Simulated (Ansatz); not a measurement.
# AlCl2F (SMILES [F][Al]([Cl])[Cl]): SVWN5/def2-SVPD

Aim: the vertical electron affinity of AlCl2F at SVWN5/def2-SVPD, from 2 runs. 

The calculation is run with Ansatz 0.2.0.

41 further runs of the same task are left out: 41 set aside as unsound or not needed.

### Step 1. The structure to begin with

AlCl2F: 4 atoms, total charge 0, spin state singlet. SMILES: `[F][Al]([Cl])[Cl]`. The shape is that of a PBE0-D4/def2-TZVP optimisation.

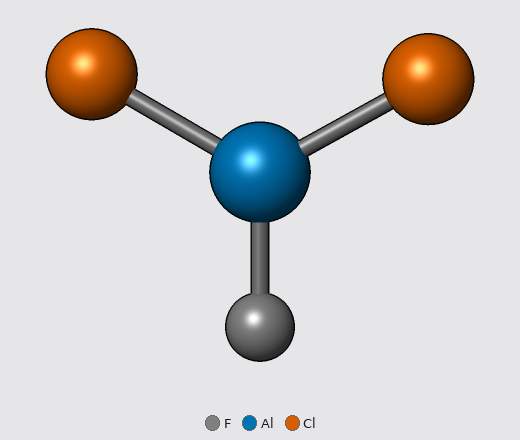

Viewed from a chosen angle; fluorine grey, aluminium blue, chlorine orange.

### Step 2. A single-point energy at SVWN5/def2-SVPD

File molecule.yaml:

```yaml
crystal:
  periodic: [false, false, false]
  atoms:
    - symbol: F
      position_ang: [0.087420, 0.388220, 1.682350]
    - symbol: Al
      position_ang: [0.004800, 0.021530, 0.093600]
    - symbol: Cl
      position_ang: [1.223040, -1.463690, -0.663450]
    - symbol: Cl
      position_ang: [-1.315270, 1.053930, -1.112510]
basis:
  gaussian:
    orbitals: def2-SVPD
total_charge: 0
output: {orbitals: {seedname: orbitals}}
accuracy: high
hamiltonian:
  xc: {name: SVWN5}
```

Run with:

```
$ ansatz run molecule.yaml --threads 1 --pin off --max-ram 3480MiB --events-out events.jsonl --progress --plain --runs-dir runs
```

The log of the run:

```text
Warning: RAYON_NUM_THREADS=1 ignored (pool sized by the plan → 1); use --threads N
Functional definition: SVWN5
  name "SVWN5"
  exchange = slater_x
  correlation = vwn5_c
1837 factors; integrals over basis functions are off by at most 3.0e-9 eV
mean field evaluation 1: about -34224.0625 eV, gradient 4.2e1 eV
mean field evaluation 2: about -34208.5714 eV, gradient 1.1e2 eV
mean field evaluation 4: about -34227.0683 eV, gradient 4.1e0 eV
mean field evaluation 8: about -34227.1035 eV, gradient 3.3e-1 eV
mean field evaluation 16: about -34227.1038 eV, gradient 1.8e-5 eV
mean field -34227.10375024 eV, -1257.8228628572 hartree, gradient 2.4e-8 eV, S^2 0.000000; 0 other end points of the search recorded, 0 dependent functions left out
reference -34227.10375358 eV, -1257.8228629799 hartree; 28, 28 occupied and 73, 73 virtual orbitals, 1837 factors
Total energy: -34227.10375358 eV, -1257.8228629799 hartree
```

Run time: 2.9 s. Hardware: 1 thread of Intel Xeon Platinum 8375C at 2.90GHz (Ice Lake), shared host; peak memory 0.25 GiB.

### Step 3. The doublet anion

File input.yaml:

```yaml
crystal:
  periodic: [false, false, false]
  atoms:
    - symbol: F
      position_ang: [0.087420, 0.388220, 1.682350]
    - symbol: Al
      position_ang: [0.004800, 0.021530, 0.093600]
    - symbol: Cl
      position_ang: [1.223040, -1.463690, -0.663450]
    - symbol: Cl
      position_ang: [-1.315270, 1.053930, -1.112510]
basis:
  gaussian:
    orbitals: def2-SVPD
total_charge: -1
magnetization:
  spin_polarized: true
  initial_magnetization: 1
hamiltonian:
  xc: {name: SVWN5}
accuracy: high
output:
  orbitals: {seedname: orbitals}
```

Run with:

```
$ ansatz run input.yaml --threads 1 --pin off --max-ram 3480MiB --events-out events.jsonl --progress --plain --runs-dir runs
```

The log of the run:

```text
Warning: RAYON_NUM_THREADS=1 ignored (pool sized by the plan → 1); use --threads N
[... 4 set-up lines as earlier in the session ...]
1837 factors; integrals over basis functions are off by at most 3.0e-9 eV
mean field evaluation 1: about -34227.2167 eV, gradient 7.0e0 eV
mean field evaluation 2: about -34226.9590 eV, gradient 9.6e0 eV
mean field evaluation 4: about -34227.5284 eV, gradient 9.6e-1 eV
mean field evaluation 8: about -34227.5291 eV, gradient 1.6e-2 eV
mean field evaluation 16: about -34227.5291 eV, gradient 3.7e-6 eV
mean field -34227.52911045 eV, -1257.8384945564 hartree, gradient 9.2e-8 eV, S^2 0.751022; 1 other end points of the search recorded, 0 dependent functions left out
reference -34227.52911298 eV, -1257.8384946494 hartree; 29, 28 occupied and 72, 73 virtual orbitals, 1837 factors
Total energy: -34227.52911298 eV, -1257.8384946494 hartree
```

It took 4.5 s on 1 thread of Intel Xeon Platinum 8375C at 2.90GHz (Ice Lake), shared host; peak memory 0.28 GiB.

### Step 4. Results

At SVWN5/def2-SVPD:

| quantity | value |
| --- | --- |
| singlet AlCl2F: total energy | -1257.82286 Eh |
| singlet AlCl2F: HOMO energy | -8.45 eV |
| singlet AlCl2F: LUMO energy | -2.62 eV |
| singlet AlCl2F: HOMO–LUMO gap | 5.82 eV |
| doublet anion: total energy | -1257.83849 Eh |
| doublet anion: HOMO energy (highest over α and β) | 1.57 eV |
| doublet anion: LUMO energy (lowest over α and β) | 2.00 eV |
| doublet anion: ⟨S²⟩ | 0.751 |
| vertical electron affinity (to the doublet anion) | 0.425 eV |

In words: At fixed nuclei the extra electron is bound by 0.43 eV (41.0 kJ/mol). The HOMO (doublet anion) lies at positive energy, 1.57 eV, as semi-local functionals often give for anions; only total energies tell whether the electron is bound.
